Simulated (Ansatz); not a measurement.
Run report: CH₇ClGeO, molecular dynamics (part 5 of 5)

CH₇ClGeO; UKS PBE-D4/def2-SVP (Ansatz 0.2.0). It belongs to a series of runs on one base structure; here: dynamics from the highest image of the converged band.

Geometry of the input (Å):
```
Ge -0.4066  -0.0267  1.4212
O  0.7540  0.0289  -0.2625
C  0.2543  -0.5352  -1.4830
H  -1.8769  0.4487  1.3685
H  -0.4669  -1.5825  1.1789
H  0.4255  0.2052  2.6966
H  0.7747  1.0864  -0.2586
Cl 0.1442  2.4490  0.7218
H  -0.1033  -1.5615  -1.2701
H  -0.5793  0.0732  -1.8931
H  1.0804  -0.5857  -2.2194
```

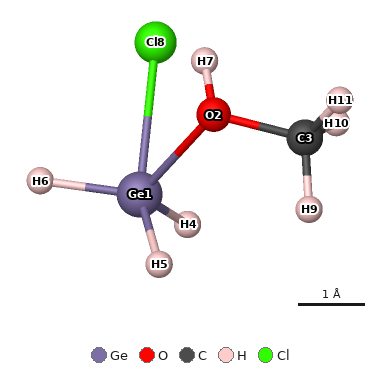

The geometry at step 174 of the log (ball-and-stick view, seen at a tilt; atoms are numbered from 1 in the order of the input).

### Trajectory as extended XYZ, continued
```
11
Properties=species:S:1:pos:R:3:forces:R:3 step=147 time_fs=73.5 energy=-72207.77387 temperature=45.3
Ge   -0.4136    0.0024    1.4320   -0.0595  -0.0985   0.0835
O     0.8959   -0.0137   -0.3018    0.0650  -1.0818   0.2527
C     0.1954   -0.4291   -1.4673   -0.5383  -0.4571  -0.0746
H    -1.9448    0.2664    1.2811    0.1834   0.0107  -0.1112
H    -0.2286   -1.5754    1.2276   -0.0939   0.4131   0.0112
H     0.1483    0.3118    2.8334    0.1045   0.0120   0.0728
H     0.9600    0.9775   -0.2820    0.1312   0.8841  -0.0876
Cl    0.1221    2.3671    0.7077   -0.2049  -0.1416   0.1917
H    -0.3178   -1.4107   -1.2583    0.0646   0.5990   0.0642
H    -0.5317    0.3632   -1.7677    0.0207  -0.2955  -0.0669
H     0.8984   -0.6472   -2.2807    0.3273   0.1557  -0.3358
11
Properties=species:S:1:pos:R:3:forces:R:3 step=150 time_fs=75.0 energy=-72207.78315 temperature=53.0
Ge   -0.4141    0.0030    1.4327   -0.0819   0.0915   0.0945
O     0.9000   -0.0156   -0.3046    0.0270  -0.7066   0.2721
C     0.1926   -0.4275   -1.4670   -0.1231  -0.3488  -0.4249
H    -1.9461    0.2828    1.2763    0.2423  -0.0353  -0.0881
H    -0.2250   -1.5617    1.2288   -0.0972   0.2618   0.0017
H     0.1562    0.3246    2.8301    0.0754  -0.0150   0.0537
H     0.9627    0.9856   -0.2880    0.0962   0.5219  -0.0493
Cl    0.1213    2.3648    0.7083   -0.1824  -0.1163   0.1558
H    -0.3012   -1.4132   -1.2738   -0.1203   0.4403   0.1783
H    -0.5337    0.3686   -1.7683    0.0567  -0.3777  -0.0441
H     0.9057   -0.6509   -2.2839    0.1074   0.2844  -0.1498
11
Properties=species:S:1:pos:R:3:forces:R:3 step=153 time_fs=76.5 energy=-72207.78806 temperature=57.2
Ge   -0.4146    0.0036    1.4335   -0.0257   0.3340   0.1219
O     0.9041   -0.0185   -0.3071   -0.0056   0.0166   0.2744
C     0.1896   -0.4265   -1.4675    0.4886  -0.1557  -0.7448
H    -1.9423    0.2986    1.2695    0.2311  -0.0620  -0.0684
H    -0.2235   -1.5425    1.2299   -0.0870   0.0200  -0.0142
H     0.1657    0.3371    2.8279    0.0338  -0.0449   0.0096
H     0.9675    1.0045   -0.2950    0.0209  -0.1607   0.0170
Cl    0.1204    2.3624    0.7090   -0.1433  -0.0783   0.1038
H    -0.2873   -1.4067   -1.2855   -0.3494   0.0646   0.2795
H    -0.5348    0.3661   -1.7699   -0.0097  -0.3057  -0.0542
H     0.9152   -0.6486   -2.2902   -0.1538   0.3724   0.0755
11
Properties=species:S:1:pos:R:3:forces:R:3 step=156 time_fs=78.0 energy=-72207.77724 temperature=48.1
Ge   -0.4152    0.0043    1.4343    0.0886   0.5938   0.1643
O     0.9082   -0.0214   -0.3091   -0.0557   0.5611   0.2421
C     0.1874   -0.4259   -1.4693    0.9686  -0.0309  -0.8459
H    -1.9337    0.3130    1.2612    0.1506  -0.0714  -0.0534
H    -0.2239   -1.5229    1.2308   -0.0666  -0.2505  -0.0348
H     0.1758    0.3486    2.8260   -0.0115  -0.0767  -0.0384
H     0.9727    1.0202   -0.3016   -0.0408  -0.6597   0.0840
Cl    0.1193    2.3599    0.7097   -0.1050  -0.0404   0.0557
H    -0.2808   -1.3986   -1.2913   -0.4897  -0.2688   0.3228
H    -0.5361    0.3572   -1.7727   -0.1385  -0.1234  -0.0757
H     0.9215   -0.6383   -2.2952   -0.3000   0.3668   0.1793
11
Properties=species:S:1:pos:R:3:forces:R:3 step=159 time_fs=79.5 energy=-72207.77842 temperature=49.2
Ge   -0.4157    0.0053    1.4352    0.2297   0.8026   0.2076
O     0.9122   -0.0236   -0.3109   -0.1267   0.7125   0.1760
C     0.1870   -0.4253   -1.4726    1.0350  -0.1148  -0.6706
H    -1.9218    0.3259    1.2518    0.0206  -0.0698  -0.0427
H    -0.2257   -1.5086    1.2309   -0.0456  -0.4566  -0.0532
H     0.1858    0.3584    2.8232   -0.0505  -0.1076  -0.0687
H     0.9770    1.0223   -0.3064   -0.0559  -0.7808   0.1178
Cl    0.1183    2.3575    0.7105   -0.0837  -0.0122   0.0310
H    -0.2844   -1.3959   -1.2902   -0.4228  -0.2936   0.2725
H    -0.5403    0.3456   -1.7771   -0.2379   0.0607  -0.0691
H     0.9218   -0.6204   -2.2965   -0.2622   0.2596   0.0992
11
Properties=species:S:1:pos:R:3:forces:R:3 step=162 time_fs=81.0 energy=-72207.79716 temperature=65.0
Ge   -0.4162    0.0064    1.4361    0.3622   0.8837   0.2264
O     0.9161   -0.0248   -0.3124   -0.2149   0.4279   0.0849
C     0.1883   -0.4249   -1.4771    0.6305  -0.3165  -0.2967
H    -1.9096    0.3373    1.2414   -0.1214  -0.0661  -0.0338
H    -0.2285   -1.5039    1.2299   -0.0360  -0.5110  -0.0586
H     0.1946    0.3660    2.8190   -0.0751  -0.1336  -0.0670
H     0.9803    1.0082   -0.3088   -0.0167  -0.4909   0.1054
Cl    0.1172    2.3550    0.7113   -0.0837   0.0018   0.0352
H    -0.2969   -1.3989   -1.2835   -0.1629  -0.0167   0.1371
H    -0.5495    0.3352   -1.7829   -0.2152   0.1373  -0.0024
H     0.9166   -0.5969   -2.2960   -0.0669   0.0842  -0.1305
11
Properties=species:S:1:pos:R:3:forces:R:3 step=165 time_fs=82.5 energy=-72207.80416 temperature=71.0
Ge   -0.4165    0.0078    1.4371    0.4499   0.8047   0.1933
O     0.9197   -0.0255   -0.3138   -0.3141  -0.2357  -0.0180
C     0.1908   -0.4252   -1.4821    0.0139  -0.4099   0.0832
H    -1.8999    0.3473    1.2304   -0.2281  -0.0694  -0.0223
H    -0.2321   -1.5099    1.2277   -0.0442  -0.3888  -0.0445
H     0.2019    0.3706    2.8134   -0.0811  -0.1500  -0.0300
H     0.9833    0.9842   -0.3089    0.0590   0.1574   0.0622
Cl    0.1160    2.3525    0.7121   -0.0948   0.0033   0.0566
H    -0.3127   -1.4023   -1.2738    0.1459   0.2955  -0.0262
H    -0.5631    0.3275   -1.7886   -0.0589   0.0889   0.1123
H     0.9100   -0.5717   -2.2984    0.1526  -0.0960  -0.3666
11
Properties=species:S:1:pos:R:3:forces:R:3 step=168 time_fs=84.0 energy=-72207.79148 temperature=60.3
Ge   -0.4167    0.0095    1.4381    0.4664   0.6003   0.0926
O     0.9228   -0.0265   -0.3152   -0.3984  -0.9096  -0.1122
C     0.1933   -0.4261   -1.4870   -0.4018  -0.2943   0.2486
H    -1.8950    0.3558    1.2188   -0.2608  -0.0848  -0.0031
H    -0.2366   -1.5240    1.2245   -0.0661  -0.1465  -0.0128
H     0.2075    0.3721    2.8073   -0.0696  -0.1530   0.0338
H     0.9875    0.9636   -0.3078    0.1243   0.8097   0.0198
Cl    0.1148    2.3500    0.7129   -0.0998   0.0016   0.0750
H    -0.3256   -1.3996   -1.2646    0.3542   0.3984  -0.1543
H    -0.5779    0.3216   -1.7920    0.1416  -0.0012   0.2201
H     0.9065   -0.5484   -2.3082    0.2100  -0.2205  -0.4075
11
Properties=species:S:1:pos:R:3:forces:R:3 step=171 time_fs=85.5 energy=-72207.78831 temperature=57.6
Ge   -0.4168    0.0113    1.4392    0.4099   0.3442  -0.0675
O     0.9254   -0.0287   -0.3168   -0.4190  -0.9689  -0.1730
C     0.1951   -0.4275   -1.4915   -0.3809  -0.0013   0.1330
H    -1.8956    0.3624    1.2073   -0.2094  -0.1102   0.0261
H    -0.2426   -1.5413    1.2211   -0.0907   0.1194   0.0270
H     0.2116    0.3703    2.8018   -0.0476  -0.1425   0.1064
H     0.9943    0.9594   -0.3061    0.1196   0.8548  -0.0013
Cl    0.1135    2.3475    0.7138   -0.0868   0.0082   0.0766
H    -0.3312   -1.3889   -1.2586    0.3857   0.2080  -0.2096
H    -0.5898    0.3159   -1.7907    0.2727  -0.0359   0.2667
H     0.9071   -0.5298   -2.3265    0.0466  -0.2758  -0.1843
11
Properties=species:S:1:pos:R:3:forces:R:3 step=174 time_fs=87.0 energy=-72207.79219 temperature=60.7
Ge   -0.4168    0.0132    1.4402    0.3030   0.1123  -0.2470
O     0.9274   -0.0321   -0.3186   -0.3582  -0.3484  -0.1919
C     0.1963   -0.4289   -1.4958   -0.0249   0.3714  -0.0977
H    -1.9006    0.3666    1.1962   -0.0981  -0.1371   0.0635
H    -0.2506   -1.5561    1.2182   -0.1062   0.3280   0.0623
H     0.2147    0.3654    2.7987   -0.0267  -0.1228   0.1647
H     1.0036    0.9725   -0.3045    0.0332   0.2313  -0.0022
Cl    0.1121    2.3451    0.7148   -0.0556   0.0241   0.0606
H    -0.3287   -1.3740   -1.2571    0.2557  -0.1992  -0.1911
H    -0.5960    0.3095   -1.7838    0.2722   0.0255   0.2330
H     0.9086   -0.5170   -2.3485   -0.1943  -0.2852   0.1459
11
Properties=species:S:1:pos:R:3:forces:R:3 step=176 time_fs=88.0 energy=-72207.78576 temperature=55.3
Ge   -0.4167    0.0146    1.4409    0.2206   0.0020  -0.3479
O     0.9285   -0.0348   -0.3200   -0.2902   0.1448  -0.1895
C     0.1971   -0.4295   -1.4987    0.2475   0.5725  -0.1946
H    -1.9053    0.3678    1.1896   -0.0124  -0.1505   0.0902
H    -0.2571   -1.5624    1.2170   -0.1068   0.4117   0.0774
H     0.2163    0.3607    2.7984   -0.0193  -0.1083   0.1851
H     1.0103    0.9850   -0.3034   -0.0423  -0.2618   0.0019
Cl    0.1112    2.3434    0.7154   -0.0304   0.0345   0.0457
H    -0.3238   -1.3659   -1.2583    0.1338  -0.4781  -0.1579
H    -0.5968    0.3054   -1.7763    0.2018   0.1089   0.1746
H     0.9076   -0.5119   -2.3619   -0.3021  -0.2757   0.3149
11
Properties=species:S:1:pos:R:3:forces:R:3 step=179 time_fs=89.5 energy=-72207.77567 temperature=46.8
Ge   -0.4165    0.0165    1.4418    0.1033  -0.0659  -0.4302
O     0.9299   -0.0384   -0.3222   -0.1804   0.6256  -0.1808
C     0.1986   -0.4296   -1.5034    0.4583   0.6351  -0.1312
H    -1.9122    0.3670    1.1814    0.0994  -0.1577   0.1276
H    -0.2688   -1.5643    1.2166   -0.0893   0.4408   0.0803
H     0.2185    0.3516    2.8014   -0.0241  -0.0893   0.1794
H     1.0193    0.9979   -0.3018   -0.1306  -0.7517  -0.0005
Cl    0.1098    2.3410    0.7164    0.0006   0.0403   0.0308
H    -0.3143   -1.3628   -1.2630    0.0213  -0.6760  -0.1284
H    -0.5949    0.3016   -1.7623    0.0429   0.2409   0.0645
H     0.9007   -0.5091   -2.3762   -0.3016  -0.2422   0.3886
11
Properties=species:S:1:pos:R:3:forces:R:3 step=182 time_fs=91.0 energy=-72207.79048 temperature=59.5
Ge   -0.4163    0.0185    1.4426    0.0129  -0.0037  -0.4054
O     0.9309   -0.0413   -0.3247   -0.0867   0.6460  -0.1814
C     0.2009   -0.4285   -1.5082    0.2701   0.3667   0.1906
H    -1.9172    0.3627    1.1758    0.1612  -0.1445   0.1558
H    -0.2824   -1.5569    1.2179   -0.0487   0.3534   0.0559
H     0.2202    0.3407    2.8082   -0.0477  -0.0756   0.1318
H     1.0257    0.9953   -0.3002   -0.1507  -0.8038  -0.0272
Cl    0.1084    2.3386    0.7174    0.0109   0.0282   0.0370
H    -0.3041   -1.3735   -1.2705    0.0644  -0.4708  -0.1532
H    -0.5919    0.3028   -1.7468   -0.0830   0.2912  -0.0317
H     0.8876   -0.5115   -2.3825   -0.1027  -0.1870   0.2279
11
Properties=species:S:1:pos:R:3:forces:R:3 step=185 time_fs=92.5 energy=-72207.81525 temperature=80.5
Ge   -0.4161    0.0204    1.4432   -0.0383   0.1701  -0.2837
O     0.9319   -0.0434   -0.3274   -0.0307   0.1815  -0.1994
C     0.2036   -0.4268   -1.5127   -0.2052  -0.0146   0.6023
H    -1.9187    0.3554    1.1737    0.1570  -0.1096   0.1703
H    -0.2970   -1.5420    1.2203    0.0101   0.1655   0.0069
H     0.2207    0.3281    2.8178   -0.0824  -0.0646   0.0573
H     1.0290    0.9762   -0.2992   -0.0911  -0.3918  -0.0727
Cl    0.1071    2.3362    0.7184   -0.0005  -0.0030   0.0636
H    -0.2923   -1.3940   -1.2814    0.1805  -0.0197  -0.1909
H    -0.5905    0.3101   -1.7319   -0.0930   0.1978  -0.0905
H     0.8725   -0.5179   -2.3841    0.1936  -0.1116  -0.0633
11
Properties=species:S:1:pos:R:3:forces:R:3 step=188 time_fs=94.0 energy=-72207.81607 temperature=81.3
Ge   -0.4159    0.0224    1.4438   -0.0448   0.3948  -0.1124
O     0.9328   -0.0452   -0.3304   -0.0184  -0.6325  -0.2263
C     0.2060   -0.4251   -1.5162   -0.6151  -0.2543   0.8212
H    -1.9170    0.3458    1.1751    0.0903  -0.0558   0.1696
H    -0.3113   -1.5237    1.2229    0.0766  -0.0819  -0.0552
H     0.2196    0.3141    2.8286   -0.1151  -0.0506  -0.0212
H     1.0303    0.9492   -0.2998    0.0219   0.3704  -0.1106
Cl    0.1057    2.3338    0.7195   -0.0196  -0.0462   0.0955
H    -0.2768   -1.4150   -1.2962    0.2273   0.3685  -0.1770
H    -0.5910    0.3214   -1.7190   -0.0016  -0.0026  -0.1222
H     0.8613   -0.5266   -2.3869    0.3985  -0.0097  -0.2614
11
Properties=species:S:1:pos:R:3:forces:R:3 step=191 time_fs=95.5 energy=-72207.80071 temperature=68.3
Ge   -0.4157    0.0246    1.4443   -0.0098   0.5745   0.0411
O     0.9337   -0.0479   -0.3337   -0.0063  -1.2427  -0.2267
C     0.2073   -0.4238   -1.5182   -0.6549  -0.2803   0.6608
H    -1.9134    0.3349    1.1802   -0.0164   0.0093   0.1556
H    -0.3240   -1.5071    1.2243    0.1359  -0.3158  -0.1124
H     0.2159    0.2991    2.8389   -0.1328  -0.0283  -0.0823
H     1.0322    0.9300   -0.3027    0.1103   0.9577  -0.1224
Cl    0.1043    2.3313    0.7206   -0.0289  -0.0870   0.1150
H    -0.2567   -1.4286   -1.3148    0.1364   0.4907  -0.0920
H    -0.5915    0.3327   -1.7086    0.0960  -0.2025  -0.1501
H     0.8584   -0.5355   -2.3949    0.3705   0.1244  -0.1866
11
Properties=species:S:1:pos:R:3:forces:R:3 step=194 time_fs=97.0 energy=-72207.80163 temperature=69.0
Ge   -0.4155    0.0268    1.4449    0.0447   0.6151   0.1197
O     0.9346   -0.0522   -0.3373    0.0714  -1.0034  -0.1654
C     0.2075   -0.4231   -1.5190   -0.3077  -0.1398   0.2175
H    -1.9101    0.3243    1.1886   -0.1252   0.0731   0.1338
H    -0.3339   -1.4972    1.2233    0.1748  -0.4475  -0.1458
H     0.2095    0.2835    2.8476   -0.1272   0.0033  -0.1109
H     1.0362    0.9300   -0.3082    0.0917   0.7416  -0.1113
Cl    0.1029    2.3289    0.7218   -0.0202  -0.1129   0.1145
H    -0.2337   -1.4320   -1.3353   -0.0739   0.3093   0.0383
H    -0.5901    0.3398   -1.7015    0.1106  -0.3059  -0.1862
H     0.8632   -0.5417   -2.4066    0.1610   0.2671   0.0959
11
Properties=species:S:1:pos:R:3:forces:R:3 step=197 time_fs=98.5 energy=-72207.80454 temperature=71.4
Ge   -0.4153    0.0293    1.4455    0.0776   0.4828   0.1047
O     0.9355   -0.0578   -0.3411    0.1938  -0.1459  -0.0634
C     0.2071   -0.4225   -1.5195    0.1983   0.0562  -0.2290
H    -1.9095    0.3152    1.1999   -0.1946   0.1208   0.1116
H    -0.3400   -1.4966    1.2192    0.1880  -0.4180  -0.1464
H     0.2003    0.2679    2.8539   -0.0971   0.0404  -0.1009
H     1.0420    0.9450   -0.3161   -0.0105  -0.0505  -0.0748
Cl    0.1014    2.3263    0.7231    0.0018  -0.1272   0.0991
H    -0.2125   -1.4291   -1.3549   -0.3182  -0.0503   0.1651
H    -0.5864    0.3405   -1.6985    0.0169  -0.2775  -0.2236
H     0.8714   -0.5422   -2.4162   -0.0561   0.3691   0.3576
11
Properties=species:S:1:pos:R:3:forces:R:3 step=200 time_fs=100.0 energy=-72207.79714 temperature=65.2
Ge   -0.4151    0.0319    1.4461    0.0473   0.2318   0.0213
O     0.9368   -0.0636   -0.3451    0.2817   0.6011   0.0319
C     0.2071   -0.4219   -1.5203    0.5696   0.1164  -0.4609
H    -1.9130    0.3087    1.2137   -0.1956   0.1411   0.0951
H    -0.3421   -1.5048    1.2120    0.1790  -0.2394  -0.1194
H     0.1891    0.2532    2.8581   -0.0483   0.0761  -0.0564
H     1.0477    0.9592   -0.3256   -0.0996  -0.7088  -0.0200
Cl    0.1000    2.3237    0.7245    0.0218  -0.1435   0.0846
H    -0.1979   -1.4271   -1.3711   -0.4677  -0.3168   0.2366
H    -0.5825    0.3354   -1.7002   -0.1397  -0.1511  -0.2422
H     0.8786   -0.5349   -2.4185   -0.1485   0.3930   0.4294
```

### Summary

| quantity | value |
| --- | --- |
| outcome | finished |
| mean temperature over the second half | 57 K |
| trajectory | 200 steps, 100 fs |
| ensemble | nve |
| temperature in the input | 100.0 K |
| time step | 0.5 fs |
| potential energy (last step) | −72207.7972 eV |
| mean-field energy (last step) | −72207.5752 eV |
| largest force (length of the vector) (last step) | 0.742 eV/Å |
| wall time | 11 min (CPU time 42 min) |
| peak memory | 0.22 GiB |

So short a trajectory is not equilibrated.
